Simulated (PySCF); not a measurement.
# C₃H₇BOS: magnetic properties

Wanted: magnetic properties for C₃H₇BOS (`C=CB(O)SC`).

Computed with PySCF 2.14.0 and routines of our own; the level stands in each step. Atoms count from 0.

### 1 The system as given

13 atoms, charge 0, multiplicity 1; geometry from: GFN2-xTB.

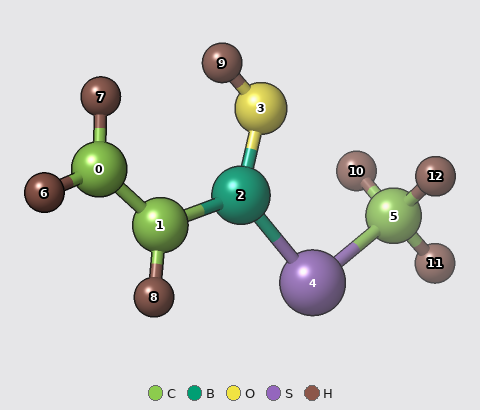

The starting geometry (carbon green, boron teal, oxygen yellow, sulfur purple, hydrogen brown).

### 2 Magnetic properties: GIAO BHandHLYP/pcSseg-1

The job: settings as JSON, then the geometry in Å.

```
{"job": {"kind": "mag", "xc": "BHandHLYP", "basis": "pcSseg-1", "isotopologues": 2}, "charge": 0, "multiplicity": 1}
C     -2.489442    -0.582688    -0.845822
C     -1.189906    -0.855595    -0.908594
B     -0.076396    -0.114714    -0.094400
O     -0.303186     0.850463     0.818985
S      1.641087    -0.571686    -0.396860
C      2.524902     0.535714     0.752078
H     -3.226080    -1.115039    -1.425976
H     -2.883542     0.195095    -0.206847
H     -0.872734    -1.648003    -1.575766
H     -1.219543     1.083358     0.966029
H      2.210497     1.558219     0.573598
H      3.584739     0.420434     0.554077
H      2.295216     0.244929     1.771771
```

With the program's defaults for keys left out, this is: GIAO BHandHLYP/pcSseg-1 magnetisability, rotational g tensor and spin-rotation constants, non-relativistic, gas phase.

The run is started by

```sh
OMP_NUM_THREADS=1 python excited_run.py task.json out
```

The driver reads the jobs from task.json and runs them one after another.

Standard output:

```text
coarse grid: 11400 points
cycle   1  E = -616.5788158111  dE =  7.609e-01  |g| = 5.971e-01  |ddm| = 3.088e+00
cycle   2  E = -616.5857601476  dE = -6.944e-03  |g| = 6.280e-01  |ddm| = 7.784e-01
cycle   3  E = -616.6529302924  dE = -6.717e-02  |g| = 6.300e-02  |ddm| = 3.976e-01
cycle   4  E = -616.6537163948  dE = -7.861e-04  |g| = 2.472e-02  |ddm| = 7.411e-02
cycle   5  E = -616.6538696980  dE = -1.533e-04  |g| = 4.730e-03  |ddm| = 2.688e-02
cycle   6  E = -616.6538741380  dE = -4.440e-06  |g| = 1.641e-03  |ddm| = 4.895e-03
final grid: 105392 points
cycle   7  E = -616.6895307406  dE = -1.620e-05  |g| = 2.955e-03  |ddm| = 1.084e-02
cycle   8  E = -616.6895309618  dE = -2.212e-07  |g| = 2.853e-03  |ddm| = 4.326e-03
cycle   9  E = -616.6895329516  dE = -1.990e-06  |g| = 4.007e-04  |ddm| = 2.144e-03
cycle  10  E = -616.6895329871  dE = -3.546e-08  |g| = 1.269e-04  |ddm| = 3.540e-04
cycle  11  E = -616.6895329916  dE = -4.474e-09  |g| = 2.632e-05  |ddm| = 1.249e-04
cycle  12  E = -616.6895329918  dE = -1.889e-10  |g| = 6.437e-06  |ddm| = 3.667e-05
converged SCF energy = -616.6895329918

Magnetisability tensor (1e-30 J/T^2)
    -1025.89      -62.40      -29.36
      -62.40    -1118.30      130.68
      -29.36      130.68    -1151.82
isotropic -1098.67   principal values   -1268.44  -1080.65   -946.93
isotropic susceptibility -66.163 1e-6 cm^3/mol

Inertial axes            a          b          c
rot. const./GHz      6.5468     1.6482     1.3280
chi total           -63.510    -58.613    -76.368
chi diamagnetic    -269.508   -832.923  -1006.425
chi paramagnetic    205.999    774.310    930.057
quadrupole/D A        8.048     -1.707     -6.341
g nuclear            0.5840     0.5877     0.5835
g electronic        -0.6336    -0.5996    -0.5803
g total             -0.0495    -0.0118     0.0033

Spin-rotation constants (kHz, H = +C I.J)
atom  isotope        aa         bb         cc
  2    11B        2.001      0.588      0.230
  6     1H        0.229     -0.071     -0.148
  7     1H       -0.632      0.151     -0.160
  8     1H       -0.686      0.185     -0.156
  9     1H        0.004     -0.085     -0.165
 10     1H       -0.626     -0.088     -0.040
 11     1H        0.011     -0.144     -0.144
 12     1H       -0.660     -0.125     -0.007
  0    13C*       2.372      0.776      0.160
  1    13C*       2.445      0.842      0.155
  3    17O*      -1.498     -0.296     -0.043
  4    33S*       1.082      0.505      0.286
  5    13C*       0.908      0.214      0.180
* in the singly substituted isotopologue

Isotopologues: g along a, b, c
2H    at 6,7,8,9,10,11,    -0.0425    -0.0102     0.0027
13C   at 0                 -0.0495    -0.0115     0.0032
```

Wall time 14 s (1 thread of Arm Neoverse V2, shared host); peak memory 0.73 GiB.

From this job:

| quantity | value |
| --- | --- |
| magnetisability | -1099·10⁻³⁰ J/T² |
| molar susceptibility | -66.2·10⁻⁶ cm³/mol |
| rotational g (a, b, c) | -0.0495, -0.0118, 0.0033 |

### 3 Magnetic properties: GIAO BLYP/pcSseg-1

Settings changed since step 2:

```diff
@@ -1,2 +1,2 @@
-{"job": {"kind": "mag", "xc": "BHandHLYP", "basis": "pcSseg-1", "isotopologues": 2}, "charge": 0, "multiplicity": 1}
+{"job": {"kind": "mag", "xc": "BLYP", "basis": "pcSseg-1"}, "charge": 0, "multiplicity": 1}
 C     -2.489442    -0.582688    -0.845822
```

Method: GIAO BLYP/pcSseg-1 magnetisability, rotational g tensor and spin-rotation constants, non-relativistic, gas phase.

Standard output:

```text
coarse grid: 11400 points
cycle   1  E = -616.5064346920  dE =  5.444e-01  |g| = 8.921e-01  |ddm| = 3.232e+00
cycle   2  E = -616.0014709279  dE =  5.050e-01  |g| = 1.785e+00  |ddm| = 2.060e+00
cycle   3  E = -616.6441329753  dE = -6.427e-01  |g| = 3.113e-01  |ddm| = 1.607e+00
cycle   4  E = -616.6673529129  dE = -2.322e-02  |g| = 6.732e-02  |ddm| = 3.115e-01
cycle   5  E = -616.6681192602  dE = -7.663e-04  |g| = 3.544e-02  |ddm| = 7.442e-02
cycle   6  E = -616.6683916062  dE = -2.723e-04  |g| = 1.850e-02  |ddm| = 4.893e-02
cycle   7  E = -616.6684839944  dE = -9.239e-05  |g| = 4.941e-03  |ddm| = 1.600e-02
cycle   8  E = -616.6684897717  dE = -5.777e-06  |g| = 1.213e-03  |ddm| = 4.933e-03
final grid: 105392 points
cycle   9  E = -616.7351697693  dE = -4.324e-05  |g| = 9.207e-03  |ddm| = 2.521e-02
cycle  10  E = -616.7351337830  dE =  3.599e-05  |g| = 1.514e-02  |ddm| = 1.818e-02
cycle  11  E = -616.7351896144  dE = -5.583e-05  |g| = 2.770e-03  |ddm| = 1.216e-02
cycle  12  E = -616.7351913367  dE = -1.722e-06  |g| = 6.029e-04  |ddm| = 2.542e-03
cycle  13  E = -616.7351914186  dE = -8.185e-08  |g| = 2.722e-04  |ddm| = 6.346e-04
cycle  14  E = -616.7351914353  dE = -1.671e-08  |g| = 6.922e-05  |ddm| = 2.163e-04
cycle  15  E = -616.7351914365  dE = -1.185e-09  |g| = 1.965e-05  |ddm| = 8.721e-05
cycle  16  E = -616.7351914365  dE = -7.572e-11  |g| = 6.044e-06  |ddm| = 2.164e-05
converged SCF energy = -616.7351914365

Magnetisability tensor (1e-30 J/T^2)
     -977.01      -66.66      -30.72
      -66.66    -1091.69      132.53
      -30.72      132.53    -1124.89
isotropic -1064.53   principal values   -1243.64  -1045.05   -904.91
isotropic susceptibility -64.108 1e-6 cm^3/mol

Inertial axes            a          b          c
rot. const./GHz      6.5468     1.6482     1.3280
chi total           -60.749    -56.697    -74.876
chi diamagnetic    -269.299   -833.842  -1007.305
chi paramagnetic    208.550    777.145    932.429
quadrupole/D A        6.792     -1.047     -5.746
g nuclear            0.5840     0.5877     0.5835
g electronic        -0.6414    -0.6018    -0.5817
g total             -0.0574    -0.0140     0.0018

Spin-rotation constants (kHz, H = +C I.J)
atom  isotope        aa         bb         cc
  2    11B        2.146      0.608      0.250
  6     1H        0.248     -0.075     -0.150
  7     1H       -0.610      0.149     -0.162
  8     1H       -0.673      0.188     -0.158
  9     1H        0.050     -0.080     -0.172
 10     1H       -0.631     -0.086     -0.039
 11     1H        0.038     -0.146     -0.147
 12     1H       -0.667     -0.125     -0.004
  0    13C*       2.428      0.752      0.178
  1    13C*       2.552      0.845      0.177
  3    17O*      -1.591     -0.338     -0.052
  4    33S*       1.385      0.558      0.321
  5    13C*       1.019      0.240      0.200
* in the singly substituted isotopologue
```

Wall time 19 s (1 thread of Arm Neoverse V2, shared host); peak memory 0.54 GiB.

Key values:

| quantity | value |
| --- | --- |
| magnetisability | -1065·10⁻³⁰ J/T² |
| molar susceptibility | -64.1·10⁻⁶ cm³/mol |
| rotational g (a, b, c) | -0.0574, -0.0140, 0.0018 |

### 4 Magnetic properties: GIAO PBE0/6-31G*

Settings changed since step 3:

```diff
@@ -1,2 +1,2 @@
-{"job": {"kind": "mag", "xc": "BLYP", "basis": "pcSseg-1"}, "charge": 0, "multiplicity": 1}
+{"job": {"kind": "mag", "xc": "PBE0", "basis": "6-31G*"}, "charge": 0, "multiplicity": 1}
 C     -2.489442    -0.582688    -0.845822
```

Level: GIAO PBE0/6-31G* magnetisability, rotational g tensor and spin-rotation constants, non-relativistic, gas phase.

Standard output:

```text
coarse grid: 11400 points
cycle   1  E = -616.4003369777  dE =  6.424e-01  |g| = 6.477e-01  |ddm| = 3.349e+00
cycle   2  E = -616.3317511746  dE =  6.859e-02  |g| = 8.946e-01  |ddm| = 1.244e+00
cycle   3  E = -616.4868469253  dE = -1.551e-01  |g| = 1.106e-01  |ddm| = 7.699e-01
cycle   4  E = -616.4898593133  dE = -3.012e-03  |g| = 2.034e-02  |ddm| = 1.344e-01
cycle   5  E = -616.4899652605  dE = -1.059e-04  |g| = 5.631e-03  |ddm| = 2.423e-02
cycle   6  E = -616.4899731221  dE = -7.862e-06  |g| = 1.457e-03  |ddm| = 6.688e-03
final grid: 105392 points
cycle   7  E = -616.4290016596  dE = -1.758e-05  |g| = 9.658e-03  |ddm| = 2.349e-02
cycle   8  E = -616.4289894549  dE =  1.220e-05  |g| = 1.211e-02  |ddm| = 2.066e-02
cycle   9  E = -616.4290263478  dE = -3.689e-05  |g| = 1.062e-03  |ddm| = 1.146e-02
cycle  10  E = -616.4290265827  dE = -2.349e-07  |g| = 2.375e-04  |ddm| = 9.232e-04
cycle  11  E = -616.4290265969  dE = -1.419e-08  |g| = 8.045e-05  |ddm| = 3.389e-04
cycle  12  E = -616.4290265985  dE = -1.613e-09  |g| = 2.776e-05  |ddm| = 9.734e-05
cycle  13  E = -616.4290265987  dE = -1.844e-10  |g| = 7.662e-06  |ddm| = 3.660e-05
converged SCF energy = -616.4290265987

Magnetisability tensor (1e-30 J/T^2)
     -991.18      -61.51      -25.89
      -61.51    -1095.58      138.69
      -25.89      138.69    -1129.89
isotropic -1072.21   principal values   -1254.30  -1044.72   -917.62
isotropic susceptibility -64.570 1e-6 cm^3/mol

Inertial axes            a          b          c
rot. const./GHz      6.5468     1.6482     1.3280
chi total           -61.338    -56.857    -75.516
chi diamagnetic    -267.147   -831.025  -1003.930
chi paramagnetic    205.808    774.168    928.414
quadrupole/D A        7.861     -1.106     -6.754
g nuclear            0.5840     0.5877     0.5835
g electronic        -0.6330    -0.5995    -0.5792
g total             -0.0489    -0.0117     0.0043

Spin-rotation constants (kHz, H = +C I.J)
atom  isotope        aa         bb         cc
  2    11B        1.808      0.537      0.205
  6     1H        0.219     -0.077     -0.153
  7     1H       -0.637      0.143     -0.164
  8     1H       -0.677      0.177     -0.158
  9     1H        0.013     -0.092     -0.178
 10     1H       -0.660     -0.092     -0.043
 11     1H       -0.009     -0.150     -0.150
 12     1H       -0.694     -0.130     -0.010
  0    13C*       2.157      0.684      0.141
  1    13C*       2.228      0.739      0.134
  3    17O*      -1.443     -0.299     -0.039
  4    33S*       1.020      0.467      0.267
  5    13C*       0.797      0.192      0.157
* in the singly substituted isotopologue
```

Run time: 9.3 s. Hardware: 1 thread of Arm Neoverse V2, shared host; peak memory 0.52 GiB.

Key values:

| quantity | value |
| --- | --- |
| magnetisability | -1072·10⁻³⁰ J/T² |
| molar susceptibility | -64.6·10⁻⁶ cm³/mol |
| rotational g (a, b, c) | -0.0489, -0.0117, 0.0043 |

### 5 The levels compared

| level | ξ (10⁻³⁰ J/T²) | g(a) | g(b) | gap (eV) | functions | time |
| --- | --- | --- | --- | --- | --- | --- |
| GIAO BHandHLYP/pcSseg-1 | -1099 | -0.0495 | -0.0118 | 7.95 | 144 | 14 s |
| GIAO BLYP/pcSseg-1 | -1065 | -0.0574 | -0.0140 | 3.84 | 144 | 19 s |
| GIAO PBE0/6-31G* | -1072 | -0.0489 | -0.0117 | 6.03 | 102 | 9.3 s |

### 6 Results

| quantity | value |
| --- | --- |
| magnetisability (step 2, GIAO BHandHLYP/pcSseg-1) | -1099·10⁻³⁰ J/T² |
| molar susceptibility (step 2, GIAO BHandHLYP/pcSseg-1) | -66.2·10⁻⁶ cm³/mol |
| rotational g (a, b, c) (step 2, GIAO BHandHLYP/pcSseg-1) | -0.0495, -0.0118, 0.0033 |
| magnetisability over the levels | -1099 to -1065·10⁻³⁰ J/T² |

**Reading.** The magnetisability spreads by 3.2 % over 3 levels, from GIAO BHandHLYP/pcSseg-1 (14 s) to GIAO BLYP/pcSseg-1 (19 s); the runs took 9.3 s to 19 s. Vibrational averaging and real surroundings are missing from these values.
